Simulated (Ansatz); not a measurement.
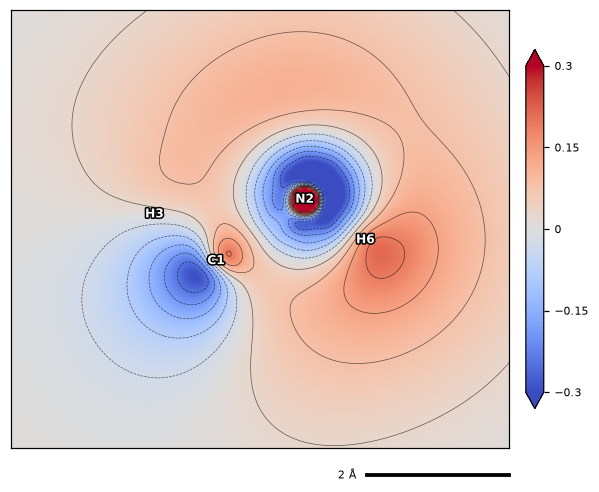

Figure 1: CH₆N (SMILES C[NH3+]) (charge +1). One frontier orbital on the plane of atoms C1, N2 and H6 (values in Å⁻³ᐟ²; the overall sign is arbitrary).

Geometry: B3LYP/6-31G*.

Theory: isolated molecule in a Gaussian basis; Kohn-Sham density functional theory, functional PBE0 (Ansatz).

The calculation's input:

```
crystal:
  periodic: [false, false, false]
  atoms:
    - {symbol: C, position_ang: [-1.570588, 0.110985, 0.761484]}
    - {symbol: "N", position_ang: [-2.684464, -0.906312, 0.921930]}
    - {symbol: H, position_ang: [-0.868330, -0.267709, 0.018942]}
    - {symbol: H, position_ang: [-1.081110, 0.234690, 1.727429]}
    - {symbol: H, position_ang: [-2.012941, 1.050390, 0.430148]}
    - {symbol: H, position_ang: [-3.379710, -0.599301, 1.614631]}
    - {symbol: H, position_ang: [-2.322600, -1.816701, 1.234504]}
    - {symbol: H, position_ang: [-3.183407, -1.063106, 0.036535]}
basis:
  gaussian:
    orbitals: def2-TZVPD
total_charge: 1
hamiltonian:
  xc: {name: PBE0}
output:
  forces: true
  orbitals: {seedname: orbitals}
```

Launched as:

```sh
ansatz run input.yaml --threads 1 --pin off --max-ram 2610MiB --events-out events.jsonl --progress --plain --runs-dir runs
```

### Which orbital is it: HOMO or LUMO?

The LUMO, at −5.51 eV. Its weight (Hirshfeld) is mainly on N2 (about 20 %), H8 (about 20 %), H7 (about 20 %), H6 (about 20 %) and C1 (about 10 %).
